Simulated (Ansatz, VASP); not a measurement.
**Sb in two plane-wave programs**

Wanted: the spread between two codes on one cell, functional and k mesh.

Calculated with Ansatz 0.2.0; plane waves, with VASP 6.6.1 beside it; relaxation of cell and atoms at LDA.

The database entry behind the starting cell differs from later determinations by our own check (c about 1.5 % short, from a theory paper), so it need not match the best structure at ambient conditions.

## (1) The starting structure

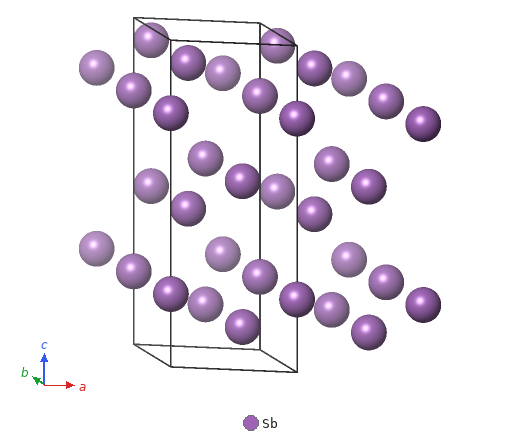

The starting structure, seen slightly off an axis (antimony purple). 2×2×1 cells are drawn. This picture shows the conventional cell, with its axes. Some periodic images of atoms are drawn too.

As a file:

```cif
data_structure
_symmetry_space_group_name_H-M 'P 1'
_symmetry_Int_Tables_number 1
_cell_length_a 4.4688
_cell_length_b 4.4688
_cell_length_c 4.4688
_cell_angle_alpha 58.051
_cell_angle_beta 58.051
_cell_angle_gamma 58.051
_cell_volume 60.28
loop_
_atom_site_label
_atom_site_type_symbol
_atom_site_fract_x
_atom_site_fract_y
_atom_site_fract_z
_atom_site_occupancy
Sb1 Sb 0.22312 0.22312 0.22312 1
Sb2 Sb 0.77688 0.77688 0.77688 1
```

## (2) VASP: relaxation of cell and atoms, LDA

The relaxed volume is the usual yardstick between codes: its relative difference is about their pressure difference at one cell divided by the bulk modulus.

Lines of VASP's logs that name or quote its potential files are left out, and so is its time.

Input file INCAR:

```
SYSTEM = Sb
PREC = Accurate
ENCUT = 520
EDIFF = 1E-06
NELM = 100
ISMEAR = -1
SIGMA = 0.05
LREAL = .FALSE.
ALGO = Normal
GGA = CA
NBANDS = 11
LORBIT = 11
LWAVE = .FALSE.
LCHARG = .FALSE.
KPAR = 2
IBRION = 2
NSW = 60
ISIF = 3
EDIFFG = -0.01
```

Input file POSCAR:

```
Sb
1.0
    2.1682650000      1.2518483814      3.7015700000
   -2.1682650000      1.2518483814      3.7015700000
    0.0000000000     -2.5036967628      3.7015700000
Sb
2
Direct
    0.2231200000      0.2231200000      0.2231200000
    0.7768800000      0.7768800000      0.7768800000
```

Input file KPOINTS:

```
Automatic mesh
0
Gamma
6 6 6
0 0 0
```

PAW data sets: Sb (PBE family, release 64).

On the command line:

```console
$ mpirun -np 2 vasp_std
```

Numbers of over 12 decimals in the logs are rounded to 6 here.

What it wrote:

```text
[banner, memory and clock lines left out]
running    2 mpi-ranks, on    1 nodes
 distrk:  each k-point on    1 cores,    2 groups
 distr:  one band on    1 cores,    1 groups

 POSCAR found type information on POSCAR Sb
 POSCAR found :  1 types and       2 ions
|                                                                             |
|               ----> ADVICE to this user running VASP <----                  |
|                                                                             |
|     You enforced a specific xc type in the INCAR file but a different       |
|     [... a line on the potential file left out ...]
|     I HOPE YOU KNOW WHAT YOU ARE DOING!                                     |
|                                                                             |

 LDA part: xc-table for (Slater(with rela. corr.)+CA(PZ))
 , standard interpolation
 POSCAR, INCAR and KPOINTS ok, starting setup
 FFT: planning ... GRIDC
 FFT: planning ... GRID_SOFT
 FFT: planning ... GRID
 WAVECAR not read
 entering main loop
       N       E                     dE             d eps       ncg     rms          rms(c)
DAV:   1     0.359080452743E+02    0.35908E+02   -0.35934E+03   704   0.715E+02
DAV:   2    -0.741449792289E+01   -0.43323E+02   -0.41780E+02   900   0.114E+02
DAV:   3    -0.951456822503E+01   -0.21001E+01   -0.20930E+01   872   0.286E+01
DAV:   4    -0.953307380663E+01   -0.18506E-01   -0.18504E-01   776   0.324E+00
DAV:   5    -0.953330233751E+01   -0.22853E-03   -0.22853E-03   857   0.400E-01    0.308E+00
DAV:   6    -0.949918471640E+01    0.34118E-01   -0.14323E-02   758   0.593E-01    0.187E+00
DAV:   7    -0.948326379996E+01    0.15921E-01   -0.26855E-02   764   0.809E-01    0.100E-01
DAV:   8    -0.948315320317E+01    0.11060E-03   -0.16387E-03   791   0.255E-01    0.268E-02
DAV:   9    -0.948315745120E+01   -0.42480E-05   -0.68672E-05   833   0.536E-02    0.131E-02
DAV:  10    -0.948315816100E+01   -0.70980E-06   -0.36344E-06   801   0.120E-02
   1 F= -.94831582E+01 E0= -.94817940E+01  d E =-.948316E+01
[... from here on, the cycles between the ionic steps are left out ...]
   2 F= -.95727677E+01 E0= -.95713920E+01  d E =-.896095E-01
   3 F= -.95857601E+01 E0= -.95844056E+01  d E =-.102602E+00
   4 F= -.96381883E+01 E0= -.96371010E+01  d E =-.524281E-01
   5 F= -.96510877E+01 E0= -.96496846E+01  d E =-.653276E-01
   6 F= -.96513154E+01 E0= -.96498267E+01  d E =-.655553E-01
   7 F= -.96513142E+01 E0= -.96498020E+01  d E =-.655541E-01
   8 F= -.96521290E+01 E0= -.96506402E+01  d E =-.814747E-03
   9 F= -.96526309E+01 E0= -.96512366E+01  d E =-.131668E-02
 curvature:  -1.46 expect dE=-0.129E-02 dE for cont linesearch -0.468E-05
 trial: gam= 0.89759 g(F)=  0.128E-03 g(S)=  0.761E-03 ort = 0.540E-04 (trialstep = 0.752E+00)
 search vector abs. value=  0.172E-02
 bond charge predicted
       N       E                     dE             d eps       ncg     rms          rms(c)
DAV:   1    -0.965308736030E+01   -0.45549E-03   -0.17530E-02   761   0.710E-01    0.653E-02
DAV:   2    -0.965304327256E+01    0.44088E-04   -0.70116E-04   746   0.174E-01    0.426E-02
DAV:   3    -0.965297878905E+01    0.64484E-04   -0.16752E-04   779   0.626E-02    0.973E-03
DAV:   4    -0.965297812051E+01    0.66854E-06   -0.70666E-06   764   0.175E-02
  10 F= -.96529781E+01 E0= -.96516282E+01  d E =-.347235E-03
 trial-energy change:   -0.000347  1 .order   -0.000347   -0.000705    0.000011
 step:   0.7402(harm=  0.7402)  dis= 0.00182  next Energy=    -9.652978 (dE=-0.347E-03)
 reached required accuracy - stopping structural energy minimisation
```

OUTCAR, selected parts (step 2):

```text
ion  position               nearest neighbor table
   1  0.223  0.223  0.223-   2 2.80   2 2.80   2 2.80   2 3.50   2 3.50   2 3.50
   2  0.777  0.777  0.777-   1 2.80   1 2.80   1 2.80   1 3.50   1 3.50   1 3.50

  LATTYP: Found a trigonal (rhomboedric) cell.
 ALAT       =     4.4687937908
 COS(alpha) =     0.5291592045

 Subroutine GETGRP returns: Found 12 space group operations
 (whereof 12 operations were pure point group operations)

The static configuration has the point symmetry D_3d.

 Found     32 irreducible k-points:

   k-points           NKPTS =     32   k-points in BZ     NKDIM =     32   number of bands    NBANDS=     11

   dimension x,y,z NGX =    36 NGY =   36 NGZ =   36
   dimension x,y,z NGXF=    72 NGYF=   72 NGZF=   72

   ENCUT  =  520.0 eV  38.22 Ry    6.18 a.u.   8.31  8.31  8.31*2*pi/ulx,y,z

   NELECT =      10.0000    total number of electrons

 k-points in reciprocal lattice and weights: Automatic mesh
   0.00000000  0.00000000  0.00000000       0.005
   0.16666667 -0.00000000  0.00000000       0.028
   0.33333333 -0.00000000 -0.00000000       0.028
   0.50000000 -0.00000000  0.00000000       0.014
   0.16666667  0.16666667  0.00000000       0.028
   0.33333333  0.16666667  0.00000000       0.056
   0.50000000  0.16666667  0.00000000       0.056
  -0.33333333  0.16666667  0.00000000       0.056
  -0.16666667  0.16666667  0.00000000       0.028
[...]
-0.33333333  0.50000000  0.33333333       0.028
   0.50000000  0.50000000  0.50000000       0.005

 average (electrostatic) potential at core
       1 -85.3872       2 -85.3872

 E-fermi :   7.2155

 k-point     1 :       0.0000    0.0000    0.0000
  band No.  band energies     occupation
      1      -5.6482      2.00000
      2       2.4365      2.00000
      3       5.1762      2.00000
      4       5.3508      2.00000
      5       5.3508      2.00000
      6       9.3772      0.00000
      7       9.9493      0.00000
      8       9.9493      0.00000
      9      12.2432      0.00000
     10      12.2432      0.00000
    ...

 k-point     2 :       0.1667   -0.0000    0.0000
  band No.  band energies     occupation
      1      -5.3387      2.00000
      2       1.1953      2.00000
      3       5.2131      2.00000
      4       5.3066      2.00000
      5       5.8659      2.00000
      6       9.0104      0.00000
      7       9.2172      0.00000
      8       9.2300      0.00000
      9      11.7266      0.00000
     10      12.3087      0.00000
    ...

 k-point     3 :       0.3333   -0.0000   -0.0000
  band No.  band energies     occupation
      1      -4.4279      2.00000
      2      -0.9077      2.00000
      3       5.2814      2.00000
      4       5.3250      2.00000
      5       6.3987      2.00000
      6       7.8622      0.00000
      7       7.9966      0.00000
      8       8.0853      0.00000
      9      12.9175      0.00000
     10      13.6996      0.00000
    ...

  Total       -0.0107196     -0.0107196     -0.0086784      0.0000000     -0.0000000      0.0000000
  in kB       -0.2892957     -0.2892957     -0.2342083      0.0000000     -0.0000000      0.0000000
  external PRESSURE =      -0.2709332 kB  Pullay stress =       0.0000000 kB

  energy-cutoff  :      520.00
  volume of cell :       59.37
      direct lattice vectors                 reciprocal lattice vectors
     2.152143677  1.242540731  3.700098793     0.232326496  0.134133765  0.090087685
    -2.152143677  1.242540731  3.700098793    -0.232326496  0.134133765  0.090087685
    -0.000000000 -2.485081462  3.700098793     0.000000000 -0.268267530  0.090087685

 POSITION                                       TOTAL-FORCE (eV/Angst)
 -----------------------------------------------------------------------------------
     -0.00000      0.00000      2.60277        -0.000000     -0.000000      0.007324
     -0.00000      0.00000      8.49753         0.000000      0.000000     -0.007324
 -----------------------------------------------------------------------------------
    total drift:                               -0.000000     -0.000000     -0.000000

  FREE ENERGIE OF THE ION-ELECTRON SYSTEM (eV)
  ---------------------------------------------------
  free  energy   TOTEN  =        -9.6529781205 eV

  energy  without entropy=       -9.6502783496  energy(sigma->0) =       -9.65162824

 reached required accuracy - stopping structural energy minimisation

 total charge
# of ion       s       p       d       tot
------------------------------------------
    1        1.228   1.159   0.036   2.423
    2        1.228   1.159   0.036   2.423
--------------------------------------------------
tot          2.457   2.317   0.072   4.846

[... 3 further parts left out ...]
```

## (3) Ansatz: relaxation of cell and atoms, LDA

Ansatz runs on its default PAW (the set named soft_2) files.

The same cell, functional (in two slightly different forms), mesh and smearing now go to Ansatz, which takes its cutoff from its data sets.

Input file input.yaml:

```yaml
crystal:
  lattice:
    - [2.168265, 1.2518483814, 3.70157]
    - [-2.168265, 1.2518483814, 3.70157]
    - [0.0, -2.5036967628, 3.70157]
  atoms:
    - { symbol: Sb, position: [0.22312, 0.22312, 0.22312] }
    - { symbol: Sb, position: [0.77688, 0.77688, 0.77688] }
hamiltonian:
  xc: lda
  pseudopotentials: { kind: paw }
kpoints:
  mp_grid: { grid: [6, 6, 6] }
scf:
  occupations: { method: fermi_dirac, width: 0.05 }
relax:
  f_tol: 0.01
  max_steps: 60
  cell: { stress_tol: 0.05 }
output:
  forces: true
  stress: true
```

On the command line:

```console
$ ansatz run input.yaml --threads 4 --pin off --max-ram 9216MiB --backend cpu --events-out ev --progress --plain --runs-dir out
```

What it wrote:

```text
Engine: ansatz 0.2.0, x86_64-unknown-linux-gnu
Pseudopotentials: kind: paw
Pseudopotential: Sb, paw, valence charge 15, recommended cutoff 420 eV (normal), Sb.paw.azcp
Functional definition: SPW92
  exchange = slater_x
  correlation = pw_c
Crystal: 2 atoms, lattice volume = 60.284 Å³
Basis set: ecut = 420 eV, 1183 PW (Γ)
Bands: 19, of which v1, the nominal top of the filled ones, is band 15 counted from 1 (14 counted from 0)
Symmetry: 12 space group operations
Space group: R-3m (ITA 166), of the structure as read, at distance tolerance 3.9e-5 Å
k-points: 32 of 216
Non-local potential: Sb, projectors of the file, l = 0: 2, l = 1: 2, l = 2: 2, l = 3: 2
PAW form: soft (Blöchl's): semilocal exchange-correlation on the pseudo side does not see the compensation charge
PAW frozen core: Sb, regenerated for the run's functional, and the local potential with it (the file was generated under x = pbe(κ = 0.804, μ = 0.219515), c = pbe(β = 0.066725))
PAW one-centre angular grid: Sb, 590 points (default); XC on 64 Gauss nodes
Initial density: superposition of atomic densities (neutral atoms: chi_scale 0, normalization atom), corrected by the library's trained network
Initial wavefunctions: pseudopotential atomic-orbital guess
Functional: x = slater, c = lda
SCF iter   1: F=—  HF=-12671.511740 eV  |F-HF|=—  |Δ(HF+E_count)|=         —  Δρ=6.88e-3  dr2=1.08e-2  ethr=1.77e-3  ⟨swp⟩=6.6  Hψ=3355  notcnv=0
preconditioner: auto → none  [insulator: Δε(μ)=0.471 eV  Ē_g=8.872 eV  σ=0.050 eV  W_gap=0.61  n_scr=14 (ndim 8)  ℏωp=15.1 eV  f_vac=0.000  D(μ)=0.36/eV (n_scr^D=0)  ε∞_Penn≈3.9]
SCF iter   2: F=—  HF=-12671.507509 eV  |F-HF|=—  |Δ(HF+E_count)|=   4.23e-3  Δρ=2.64e-3  dr2=1.61e-3  ethr=3.61e-5  ⟨swp⟩=2.7  Hψ=1323  notcnv=0
SCF iter   3: F=—  HF=-12671.507084 eV  |F-HF|=—  |Δ(HF+E_count)|=   4.25e-4  Δρ=3.90e-4  dr2=7.94e-5  ethr=5.36e-6  ⟨swp⟩=2.2  Hψ=1090  notcnv=0
SCF iter   4: F=—  HF=-12671.507059 eV  |F-HF|=—  |Δ(HF+E_count)|=   2.50e-5  Δρ=1.04e-4  dr2=4.43e-6  ethr=2.65e-7  ⟨swp⟩=2.0  Hψ=1089  notcnv=0
SCF iter   5: F=—  HF=-12671.507058 eV  |F-HF|=—  |Δ(HF+E_count)|=   9.70e-7  Δρ=1.61e-5  dr2=1.24e-7  ethr=1.48e-8  ⟨swp⟩=2.2  Hψ=1049  notcnv=0
SCF iter   6: F=-12671.507058 eV  HF=-12671.507058 eV  |F-HF|=1.84e-10  |Δ(HF+E_count)|=   4.07e-9  Δρ=1.61e-6  dr2=9.88e-10  ethr=3.33e-10  ⟨swp⟩=4.3  Hψ=1873  notcnv=0
SCF 1 converged in 6 iterations: F = -12671.507058 eV  dr2 = 9.88e-10
  greatest PAW one-centre occupation: 0.998 electrons in one spin orbital (limit 2), on the Sb atom at site 1 (counted from 0), in its partial waves of l = 2
relax step   1: F+E_penalty+E_count = -12671.50705801 eV  Δ(F+E_penalty+E_count) = +0.000e0 eV  max|allowed force component| = 1.329e0 eV/Å  Δτ_max = 0.0000 Å  P = +2.222 GPa  Ω = 60.284 Å³  (6 SCF iters, dr2 threshold 1.00e-7 eV, accepted)
[... from here on, the SCF cycles and remarks between the steps are left out ...]
relax step   2: F+E_penalty+E_count = -12671.59536200 eV  Δ(F+E_penalty+E_count) = -8.830e-2 eV  max|allowed force component| = 5.856e-1 eV/Å  Δτ_max = 0.1949 Å  P = -2.667 GPa  Ω = 60.069 Å³  energy of the carried Pulay correction = +5.056e-5 eV  (6 SCF iters, dr2 threshold 2.00e-7 eV, accepted)
relax step   3: F+E_penalty+E_count = -12671.65016037 eV  Δ(F+E_penalty+E_count) = -5.480e-2 eV  max|allowed force component| = 2.073e-1 eV/Å  Δτ_max = 0.0495 Å  P = -0.628 GPa  Ω = 58.918 Å³  energy of the carried Pulay correction = +3.244e-4 eV  (6 SCF iters, dr2 threshold 2.00e-7 eV, accepted)
relax step   4: F+E_penalty+E_count = -12671.65450287 eV  Δ(F+E_penalty+E_count) = -4.342e-3 eV  max|allowed force component| = 9.145e-2 eV/Å  Δτ_max = 0.0313 Å  P = +0.362 GPa  Ω = 58.780 Å³  energy of the carried Pulay correction = +3.576e-4 eV  (6 SCF iters, dr2 threshold 2.00e-7 eV, accepted)
relax step   5: F+E_penalty+E_count = -12671.65539588 eV  Δ(F+E_penalty+E_count) = -8.930e-4 eV  max|allowed force component| = 5.363e-3 eV/Å  Δτ_max = 0.0085 Å  P = +0.039 GPa  Ω = 58.877 Å³  energy of the carried Pulay correction = +3.342e-4 eV  (6 SCF iters, dr2 threshold 2.00e-7 eV, accepted)
relax step   6: F+E_penalty+E_count = -12671.65542871 eV  Δ(F+E_penalty+E_count) = -3.283e-5 eV  max|allowed force component| = 2.116e-3 eV/Å  Δτ_max = 0.0010 Å  P = +0.022 GPa  Ω = 58.934 Å³  energy of the carried Pulay correction = +3.206e-4 eV  (6 SCF iters, dr2 threshold 2.65e-8 eV, accepted)
relax step   7: F+E_penalty+E_count = -12671.65542912 eV  Δ(F+E_penalty+E_count) = -4.019e-7 eV  max|allowed force component| = 9.166e-5 eV/Å  Δτ_max = 0.0009 Å  P = -0.000 GPa  Ω = 58.992 Å³  energy of the carried Pulay correction = +3.066e-4 eV  (6 SCF iters, dr2 threshold 6.92e-9 eV, accepted)
relax step   8: F+E_penalty+E_count = -12671.65511559 eV  Δ(F+E_penalty+E_count) = +3.135e-4 eV  max|allowed force component| = 1.518e-4 eV/Å  Δτ_max = 0.0000 Å  P = +0.000 GPa  Ω = 58.992 Å³  stress off target by 1.43e-3 GPa  SCF on the basis re-selected at this cell (its energy is not comparable with the rows above)  (6 SCF iters)
basis re-selected at this cell: Δ(F+E_penalty+E_count) = +3.135e-4 eV, ΔP = +0.000 GPa vs the last step (what re-selecting the basis moved, of the pressure what is left beyond the Pulay correction that the steps carried, after the strain that the cell walked since its last selection, with what the two solves' SCF thresholds leave and, on support functions, any second-order correction that the steps lacked; it is no m [...]
SCF converged after 6 iterations
Free energy (F): -12671.655116 eV
Harris-Foulkes:  -12671.655116 eV  (|F-HF|=9.09e-12)
Internal energy: -12671.652388 eV  (E = F + TS)
E sigma→0 (E₀):  -12671.653752 eV
Entropy (-TS):   -0.002727 eV (-1.364 meV/atom)
Fermi energy:    10.129447 eV
--- Per-component energies (eV) ---
  E_band       = -336.532894
  E_kinetic    = 417.500625
  E_local      = -3166.703844  (includes V_loc(G=0)·N_el)
  E_nonlocal   = 732.670548
  E_hartree    = 1432.795719
  E_xc         = -276.373544
  E_vxc        = -195.461088  (∫ρ·V_xc dr)
  E_paw        = -8852.971792  (= ΣΔE_a)
  E_vpaw       = -990.130606  (= ΣTr[D̂ρ^β])
  E_aug_tail   = -0.000004  (compensation charges beyond the density's cutoff)
  E_ewald      = -2959.687743
  E_core_change = 1.117647  (= ΣΔE_core)
  E_smearing   = -0.002727  (= −TS)
  E_closure    = 0.000000  (closes the sum)
  Σ components = -12671.655116   (vs F -12671.655116, Δ=0.00e0)
--- Forces (eV/Å), atoms counted from 1 ---
  atom   1  Sb     0.00000000     0.00000000     0.00015180
  atom   2  Sb     0.00000000    -0.00000000    -0.00015180
  max |Σ_I F_I| component: 2.78e-17 eV/Å
--- Stress (GPa, compression-positive) ---
       -0.000376       0.000000      -0.000000
        0.000000      -0.000376      -0.000000
       -0.000000      -0.000000       0.001430
  P = ⅓ Tr σ = 0.0002 GPa (0.002 kbar)
--- Relaxed structure (7 steps of the walk, 7 accepted, 1 SCFs on fresh bases) ---
  F+E_penalty+E_count = -12671.65511559 eV   max|allowed force component| = 1.518e-4 eV/Å   (the final SCF, on the basis selected at the relaxed cell)
  cell:  # Å, volume = 58.9923 Å³
    - [2.145618, 1.238773, 3.699135]
    - [-2.145618, 1.238773, 3.699135]
    - [0, -2.477546, 3.699135]
  atoms:
    - { symbol: Sb, position: [0.233998, 0.233998, 0.233998] }
    - { symbol: Sb, position: [0.766002, 0.766002, 0.766002] }
```

Elapsed: 2.2 s, on 4 threads of INTEL XEON PLATINUM 8581C at 2.30GHz (Emerald Rapids), shared host; peak memory 0.42 GiB; 7 s of CPU time.

## (4) Differences

Known differences besides the PAW data sets themselves: the two LDA forms differ slightly; both relaxations stop at a tolerance, which leaves soft axes loose, and VASP keeps its plane-wave basis; the data sets hold 30 valence electrons in Ansatz (default PAW (the set named soft_2) files) and 10 in VASP; the cutoff is 420 eV in Ansatz and 520 eV in VASP; Ansatz makes its cores anew for this functional, VASP keeps those of its PBE data sets; Ansatz adds a Pulay correction to the stress that steers its cell, VASP none. Total energies have different zeros and are not compared.

Compared:

```
                                         quantity  Ansatz   VASP  difference
                                      volume (Å³)   58.99  59.37     -0.63 %
edge a after relaxation, in the typed setting (Å)   4.452  4.457     -0.11 %
```

The walks stopped with 0.00 GPa left in Ansatz and -0.03 GPa in VASP; each walk ends within a tolerance, so the volume difference is uncertain by about these residues over the bulk modulus, most in soft cells.

## (5) What came out

```
difference in volume (relaxation of cell and atoms, LDA) : -0.63 %
```

The difference in volume is -0.63 % (relaxation of cell and atoms, LDA), within the 1.2 % picked in this series as the mark of a large difference, as far as the stopping tolerances let one tell. Differences of this kind measure data sets and numerical settings, not the functional's error against experiment.

[Lines on the potential files, build, host, timing and source positions are cut from VASP's logs without a mark.]

[Logs are printed without paths, hosts, clocks, repeated set-up lines and the standing remarks that a program may print on its own settings, such as how far it seeks lower states.]

[Hosts, paths, dates, database ids (printed as entryN), source tags and the programs' standing remarks are cut or masked in the printed files.]
